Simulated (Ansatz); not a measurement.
**Run report: C$_{3}$H$_{5}$AlS, geometry relaxation (part 2 of 2)**

C$_{3}$H$_{5}$AlS, SMILES S[CH2][Al]1[CH]=[CH]1; RKS PBE-D4/def2-SVP (Ansatz 0.2.0). The geometry: force-field start.

Geometry of the input (Å):
```
S  -1.6475  -1.8561  -0.9376
C  -0.1961  -1.6587  0.0560
Al 0.3841  0.2433  0.0625
C  0.5202  1.9863  0.6154
C  1.2491  1.7246  -0.5675
H  -2.4823  -1.0770  -0.0290
H  -0.3719  -1.9911  1.0975
H  0.6468  -2.2693  -0.3880
H  0.0797  2.7087  1.3863
H  1.9010  2.1381  -1.2926
```

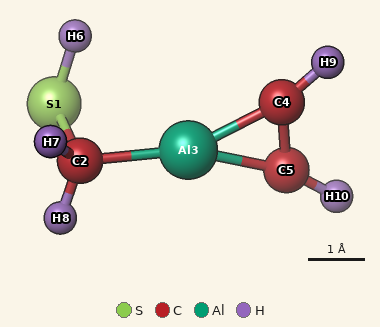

**Figure 1.** The geometry at step 6 of the log (ball-and-stick view, seen on its broad side; atoms are numbered from 1 in the order of the input).

```
mean field -20602.06627167 eV, -757.1119709019 hartree, gradient 1.1e-5 eV, S^2 0.000000; 1 other end points of the search recorded, 0 dependent functions left out
the calculation of the forces begins
reference -20602.06630901 eV, -757.1119722742 hartree; 26, 26 occupied and 77, 77 virtual orbitals, 1162 factors
Total energy: -20602.29005493 eV, -757.1201947850 hartree
Atom 0 at    -1.617202    -1.518522    -0.892675 Å, force    -0.004024     0.000845    -0.005799 eV/Å
Atom 1 at    -0.091304    -1.803773     0.152744 Å, force     0.005421     0.002348     0.003495 eV/Å
Atom 2 at     0.416767     0.078820     0.075728 Å, force     0.001809     0.004682    -0.004212 eV/Å
Atom 3 at     0.342972     1.903217     0.529800 Å, force    -0.000410     0.000574     0.011545 eV/Å
Atom 4 at     1.228899     1.670954    -0.503657 Å, force     0.002037    -0.000651    -0.013416 eV/Å
Atom 5 at    -2.346557    -0.870451     0.061504 Å, force    -0.000219    -0.001674     0.001933 eV/Å
Atom 6 at    -0.338579    -2.326626     1.095869 Å, force    -0.000201    -0.000836    -0.001946 eV/Å
Atom 7 at     0.550816    -2.464969    -0.462599 Å, force    -0.001355     0.001784     0.004397 eV/Å
Atom 8 at     0.090275     2.873523     1.001928 Å, force    -0.001683    -0.001740    -0.001570 eV/Å
Atom 9 at     1.847012     2.406626    -1.055641 Å, force    -0.001376    -0.005334     0.005573 eV/Å
Dipole moment:    -0.102105    -0.354945     0.184810 e Å
```

**Trajectory as extended XYZ (Å, eV, eV/Å), 11 frames, from step=1 to step=11**
```
10
Properties=species:S:1:pos:R:3:forces:R:3 step=1 energy=-20601.39659
S    -1.6475   -1.8561   -0.9376   -2.1833   0.9198   0.4440
C    -0.1961   -1.6587    0.0560    1.8990   0.2922   0.7108
Al    0.3841    0.2433    0.0625   -0.5772  -2.2304  -0.0245
C     0.5202    1.9863    0.6154   -0.4949   0.4236  -0.0063
C     1.2491    1.7246   -0.5675   -1.1248  -0.1610   1.9001
H    -2.4823   -1.0770   -0.0290    0.8224  -0.9731  -1.2989
H    -0.3719   -1.9911    1.0975    0.1292  -0.3271  -0.0116
H     0.6468   -2.2693   -0.3880   -0.6203   0.1950   0.2715
H     0.0797    2.7087    1.3863    1.2207   0.2162  -1.1972
H     1.9010    2.1381   -1.2926    0.9292   1.6448  -0.7878
10
Properties=species:S:1:pos:R:3:forces:R:3 step=2 energy=-20602.02510
S    -1.6877   -1.8246   -0.8896   -0.9864   0.2681  -0.1807
C    -0.1776   -1.7029    0.0916    0.8790   0.0905   0.7413
Al    0.3932    0.1955    0.0803   -0.2672  -0.9359  -0.0116
C     0.4657    1.9903    0.5823   -0.3769   0.2778   0.5699
C     1.2515    1.7309   -0.5288   -0.0962  -0.0981   0.0737
H    -2.5378   -1.0742   -0.0774    0.5082  -0.3364  -0.3270
H    -0.3042   -2.1456    1.1077    0.0085   0.0340  -0.1800
H     0.6014   -2.3221   -0.4200   -0.3172   0.1260  -0.0019
H     0.1584    2.8324    1.2743    0.6174  -0.0760  -0.8645
H     1.9203    2.2692   -1.2175    0.0308   0.6500   0.1809
10
Properties=species:S:1:pos:R:3:forces:R:3 step=3 energy=-20602.23193
S    -1.6899   -1.7647   -0.9096    0.0592  -0.0006  -0.0495
C    -0.1692   -1.7530    0.1361    0.3316  -0.2947   0.0651
Al    0.4007    0.1231    0.0986    0.0671   0.2713  -0.0741
C     0.4315    1.9525    0.5758   -0.5150   0.4627   0.7479
C     1.2295    1.7132   -0.5085    0.6691   0.0183  -0.8296
H    -2.4334   -1.0227   -0.0597   -0.3058   0.1712   0.1279
H    -0.3128   -2.2544    1.1217   -0.0846   0.1046  -0.1950
H     0.5364   -2.3862   -0.4446    0.0598   0.0683   0.0917
H     0.2226    2.9215    1.1143    0.1457  -0.4520  -0.3274
H     1.8678    2.4195   -1.1211   -0.4272  -0.3492   0.4431
10
Properties=species:S:1:pos:R:3:forces:R:3 step=4 energy=-20602.26486
S    -1.6862   -1.7022   -0.8872    0.1283  -0.0907  -0.2704
C    -0.1346   -1.7704    0.1351   -0.0469  -0.0101   0.2260
Al    0.4149    0.1075    0.0960    0.0189   0.2615  -0.0270
C     0.4119    1.9366    0.5683   -0.1944   0.1137   0.2641
C     1.2338    1.6969   -0.5084    0.2673  -0.0143  -0.3440
H    -2.4771   -0.9843   -0.0447    0.0780   0.0604   0.1880
H    -0.3165   -2.2759    1.1068    0.0284   0.0536  -0.0630
H     0.5765   -2.3985   -0.4412   -0.1245  -0.0123  -0.0611
H     0.2104    2.9124    1.0679    0.0114  -0.1713  -0.0807
H     1.8501    2.4266   -1.0896   -0.1665  -0.1905   0.1682
10
Properties=species:S:1:pos:R:3:forces:R:3 step=5 energy=-20602.28131
S    -1.6658   -1.6592   -0.8969   -0.0247   0.0862   0.0054
C    -0.1239   -1.7759    0.1384    0.0058  -0.0189   0.0547
Al    0.4129    0.1054    0.0952   -0.0121   0.0540  -0.0225
C     0.3878    1.9313    0.5596    0.0421  -0.0920  -0.0660
C     1.2329    1.6858   -0.5073   -0.0519  -0.0450   0.0416
H    -2.4246   -0.9520   -0.0054    0.0673  -0.0414  -0.0188
H    -0.3230   -2.2851    1.1016    0.0078   0.0039  -0.0065
H     0.5619   -2.4167   -0.4526   -0.0180   0.0061  -0.0011
H     0.1774    2.9037    1.0449   -0.0301   0.0295   0.0180
H     1.8475    2.4114   -1.0744    0.0138   0.0179  -0.0048
10
Properties=species:S:1:pos:R:3:forces:R:3 step=6 energy=-20602.28635
S    -1.6495   -1.6009   -0.8963   -0.0190   0.0734   0.0610
C    -0.1124   -1.7869    0.1427    0.0336  -0.0165   0.0036
Al    0.4172    0.0936    0.0919   -0.0247  -0.0348  -0.0188
C     0.3669    1.9172    0.5478    0.0626  -0.0413  -0.1174
C     1.2327    1.6745   -0.5049   -0.0749   0.0082   0.1164
H    -2.3848   -0.9125    0.0282    0.0234  -0.0330  -0.0426
H    -0.3254   -2.3032    1.0982   -0.0122  -0.0100  -0.0046
H     0.5556   -2.4336   -0.4614   -0.0028   0.0036   0.0113
H     0.1353    2.8929    1.0165   -0.0186   0.0219   0.0335
H     1.8474    2.4077   -1.0597    0.0325   0.0286  -0.0425
10
Properties=species:S:1:pos:R:3:forces:R:3 step=7 energy=-20602.28915
S    -1.6252   -1.5286   -0.8905   -0.0096   0.0234   0.0448
C    -0.0957   -1.8024    0.1493    0.0296  -0.0177   0.0000
Al    0.4229    0.0782    0.0852   -0.0258  -0.0645  -0.0176
C     0.3395    1.9019    0.5289    0.0864   0.0127  -0.0519
C     1.2330    1.6652   -0.5010   -0.0806   0.0612   0.0778
H    -2.3419   -0.8625    0.0628   -0.0006  -0.0161  -0.0316
H    -0.3331   -2.3280    1.0939   -0.0079   0.0002  -0.0128
H     0.5503   -2.4585   -0.4683   -0.0074   0.0079   0.0126
H     0.0880    2.8767    0.9918   -0.0177  -0.0062   0.0028
H     1.8452    2.4068   -1.0491    0.0336  -0.0008  -0.0242
10
Properties=species:S:1:pos:R:3:forces:R:3 step=8 energy=-20602.28925
S    -1.6239   -1.5238   -0.8937    0.0023   0.0071   0.0292
C    -0.0963   -1.7994    0.1486    0.0363  -0.0295  -0.0020
Al    0.4279    0.0791    0.0765   -0.0299  -0.0465  -0.0070
C     0.3424    1.9010    0.5276    0.0680   0.0121  -0.0269
C     1.2360    1.6711   -0.5026   -0.0673   0.0405   0.0513
H    -2.3468   -0.8775    0.0664   -0.0186   0.0055  -0.0161
H    -0.3368   -2.3217    1.0935   -0.0251   0.0120   0.0191
H     0.5450   -2.4664   -0.4600    0.0195   0.0020  -0.0293
H     0.0881    2.8722    0.9964   -0.0139   0.0011  -0.0019
H     1.8476    2.4144   -1.0497    0.0287  -0.0044  -0.0164
10
Properties=species:S:1:pos:R:3:forces:R:3 step=9 energy=-20602.28979
S    -1.6197   -1.5180   -0.8908   -0.0068   0.0012  -0.0029
C    -0.0924   -1.8034    0.1505    0.0207  -0.0166   0.0133
Al    0.4239    0.0772    0.0766   -0.0119  -0.0153  -0.0097
C     0.3428    1.9005    0.5295   -0.0028   0.0140  -0.0284
C     1.2301    1.6708   -0.5046    0.0091   0.0181   0.0399
H    -2.3438   -0.8670    0.0653   -0.0035  -0.0004  -0.0025
H    -0.3372   -2.3258    1.0946   -0.0060   0.0067   0.0002
H     0.5475   -2.4682   -0.4633    0.0001   0.0091  -0.0050
H     0.0836    2.8720    0.9954    0.0085  -0.0072   0.0118
H     1.8484    2.4108   -1.0502   -0.0073  -0.0096  -0.0168
10
Properties=species:S:1:pos:R:3:forces:R:3 step=10 energy=-20602.28954 accepted=F
S    -1.6152   -1.5128   -0.8911    0.0032   0.0056   0.0156
C    -0.0899   -1.8026    0.1581   -0.0568   0.0261  -0.0186
Al    0.4100    0.0791    0.0770   -0.0033   0.0448   0.0235
C     0.3411    1.9052    0.5278    0.0025  -0.0173  -0.0043
C     1.2289    1.6669   -0.5031   -0.0066   0.0100   0.0030
H    -2.3494   -0.8723    0.0655    0.0109  -0.0082  -0.0093
H    -0.3377   -2.3407    1.0911   -0.0022   0.0016   0.0366
H     0.5545   -2.4500   -0.4649    0.0439  -0.0620  -0.0404
H     0.0893    2.8772    0.9970    0.0043  -0.0027  -0.0036
H     1.8514    2.3988   -1.0543    0.0041   0.0021  -0.0026
10
Properties=species:S:1:pos:R:3:forces:R:3 step=11 energy=-20602.29002
S    -1.6172   -1.5185   -0.8927   -0.0040   0.0008  -0.0058
C    -0.0913   -1.8038    0.1527    0.0054   0.0023   0.0035
Al    0.4168    0.0788    0.0757    0.0018   0.0047  -0.0042
C     0.3430    1.9032    0.5298   -0.0004   0.0006   0.0115
C     1.2289    1.6710   -0.5037    0.0020  -0.0007  -0.0134
H    -2.3466   -0.8705    0.0615   -0.0002  -0.0017   0.0019
H    -0.3386   -2.3266    1.0959   -0.0002  -0.0008  -0.0019
H     0.5508   -2.4650   -0.4626   -0.0014   0.0018   0.0044
H     0.0903    2.8735    1.0019   -0.0017  -0.0017  -0.0016
H     1.8470    2.4066   -1.0556   -0.0014  -0.0053   0.0056
```

**Key numbers**

```json
{"quantity": "outcome", "value": "converged"}
{"quantity": "total energy", "value": "−20602.2901 eV"}
{"quantity": "mean-field energy", "value": "−20602.0663 eV"}
{"quantity": "dispersion energy", "value": "−0.2237 eV"}
{"quantity": "SCF solution under orbital rotations", "value": "stable"}
{"quantity": "largest force (length of the vector) at the end", "value": "0.014 eV/Å"}
{"quantity": "dipole moment", "value": "1.98 D"}
{"quantity": "hardware", "value": "4 threads of INTEL XEON PLATINUM @ 2.10GHz, 23 GiB of memory available, shared host"}
{"quantity": "wall time", "value": "8.5 s (CPU time 28 s)"}
{"quantity": "peak memory", "value": "0.17 GiB"}
```
